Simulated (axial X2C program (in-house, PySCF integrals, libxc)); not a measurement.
# MnO: properties at the nuclei

Aim: properties at the nuclei of MnO, with spin–orbit coupling in the Hamiltonian from the start.

The runs use an in-house X2C program for linear molecules on PySCF integrals; two-component X2C with atomic mean-field terms, Mn dyall-cv3z, O dyall-av3z.

All values are calculated.

### 1 Input

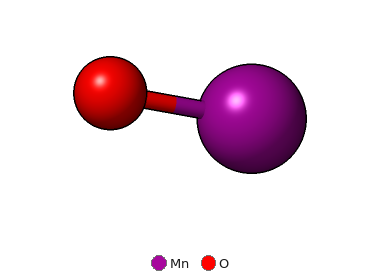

The two atoms at 1.620 Å (manganese purple, oxygen red).

Input file task.json:

```json
{"zs": [25, 8], "q": 0, "bas": ["dyall-cv3z", "dyall-av3z"], "r0": 1.62, "levels": ["PBE0", "HF", "BP86", "TPSSh", "LDA"], "nst": 3}
```

Keys: zs atomic numbers; q charge; bas basis sets; r0 starting distance in Å; levels methods (HF also brings MP2); nst determinants followed.

Started as:

```
python soeom.py task.json out
```

After this run come: Expectation values, lowest determinant; Expectation values, a higher determinant; Expectation values, a higher determinant.

**Question.** What will these runs give? Wanted: lowest determinant; Eeff magnitude; Ws magnitude Mn; A∥/gI Mn; qzz Mn; higher determinant (for each run or level that gives them).

**Answer**, as computed:

| quantity | value |
| --- | --- |
| lowest determinant | Ω = 5/2 (excess of +ω over −ω: ω = 5/2) |
| Eeff magnitude (GV/cm), PBE0 | 0.0198 |
| Ws magnitude Mn (kHz), PBE0 | 0.0268 |
| A∥/gI Mn (MHz), PBE0 | 493 |
| qzz Mn (a.u.), PBE0 | -0.25 |
| higher determinant | Ω = 3/2 (excess of +ω over −ω: 2 × ω = -1/2, ω = 5/2) |
| Eeff magnitude (GV/cm), PBE0, higher determinant | 0.311 |
| Ws magnitude Mn (kHz), PBE0, higher determinant | 0.046 |
| A∥/gI Mn (MHz), PBE0, higher determinant | -965 |
| qzz Mn (a.u.), PBE0, higher determinant | -0.34 |
| higher determinant | Ω = 1/2 (excess of +ω over −ω: ω = -1/2, ω = -3/2, ω = 5/2) |
| Eeff magnitude (GV/cm), PBE0, higher determinant | 1.14 |
| Ws magnitude Mn (kHz), PBE0, higher determinant | 0.805 |
| A∥/gI Mn (MHz), PBE0, higher determinant | -769 |
| qzz Mn (a.u.), PBE0, higher determinant | -1.14 |

In the first state, the effective field runs from 0.00837 to 1.11 GV/cm over the mean-field levels, so the levels don't agree on it. The expectation values come from single determinants, which for open shells can mix terms of unlike spin or miss the lowest Ω, so a determinant need not be a state. Eeff is the effective electric field on the electron dipole moment in this Ω state and Ws the scalar–pseudoscalar constant (defined with the proton number Z and per Ω); A∥ is the parallel hyperfine constant, which follows by multiplying with the nuclear g factor gI = μI/(I μN); qzz is the electric field gradient, eQq0 = 234.96 MHz × Q/barn × qzz; μ is positive if O is the positive end. The operators were transformed with the bare-nucleus X2C matrices.
